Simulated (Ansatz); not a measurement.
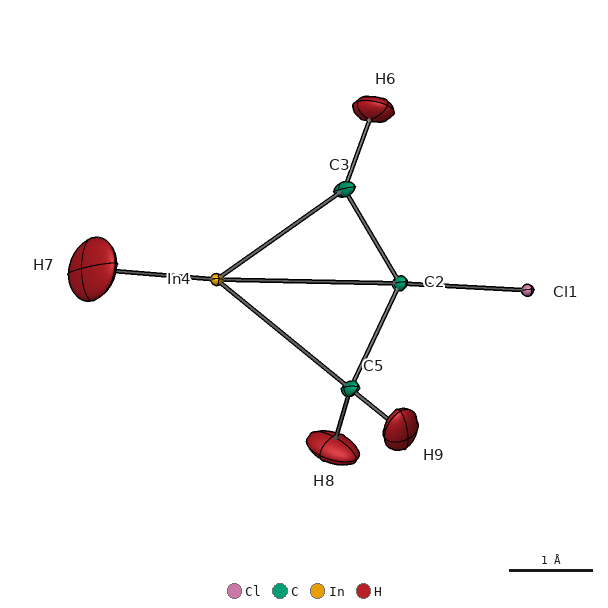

Displacement ellipsoids at the 50 % level, from the internal vibrations of the free molecule (harmonic, no overall translation or rotation; no half-axis is drawn under 0.075 Å). Vibrations computed with RKS PBE0-D4/def2-TZVP, core potentials on In (Ansatz 0.2.0). Temperature: 400 K.

**Which atom moves most?**

H7, with U_eq = 0.0719 Å².

**Does H7 move more along its bond or across it?**

Across it: the root-mean-square amplitude is 0.096 Å along the bond and up to 0.381 Å across, since bending and torsion are softer than stretching.

List U_eq and the three principal root-mean-square amplitudes for each kind of atom.

| atom | U_eq (Å²) | rms amplitudes (Å) |
| --- | --- | --- |
| Cl1 | 0.0027 | 0.030, 0.047, 0.070 |
| C2 | 0.0056 | 0.046, 0.060, 0.106 |
| C3 | 0.0110 | 0.048, 0.059, 0.164 |
| In4 | 0.00030 | 0.010, 0.020, 0.020 |
| C5 | 0.0072 | 0.054, 0.061, 0.123 |
| H6 | 0.0281 | 0.090, 0.148, 0.233 |
| H7 | 0.0719 | 0.096, 0.248, 0.381 |
| H8, H9 | 0.0315 | 0.107, 0.150, 0.246 |
